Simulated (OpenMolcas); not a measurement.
Predicting a hybrid from its neighbours: GeH2Cl2 (dichlorogermane)

GeH2Cl2: 5 atoms, total charge 0, spin state singlet. SMILES: `[Cl][GeH2][Cl]`. Geometry: relaxed at PBE0-D4/def2-TZVP.

The vertical energy of the triplet above the singlet y, in eV, basis def2-SVPD; a is the functional's share of exact exchange. Programs: OpenMolcas 26.06.

| functional | program | a | y (eV) |
| --- | --- | --- | --- |
| revPBE | OpenMolcas | 0 | 5.78 |
| BLYP | OpenMolcas | 0 | 5.66 |
| B3LYP | OpenMolcas | 0.2 | 6.17 |
| PBE0 | OpenMolcas | 0.25 | ? |
| BHLYP | OpenMolcas | 0.5 | 6.90 |

Q: Fit y = c + s·a to the known rows and predict PBE0.

A: 
1. Means of the 4 rows: a = 0.1750, y = 6.128.
2. Σ(Δa)² = 0.1675, Σ(Δa·Δy) = 0.39475, so the slope is 0.39475/0.1675 = 2.3567.
3. Intercept: 6.128 − (2.3567) × 0.1750 = 5.716. The largest residual of the fit is 0.064.
4. PBE0: 5.716 + (2.3567) × 0.25 = 6.31 eV.

The run gave 6.36 eV, so the prediction is off by -0.05 eV, within the largest residual. The rows mix families of semi-local functionals, which the line can't see.

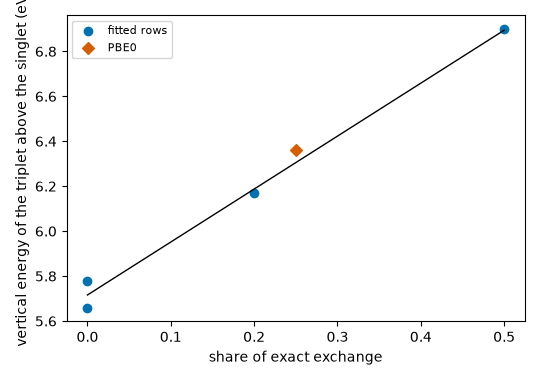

The fitted line, with the withheld row.
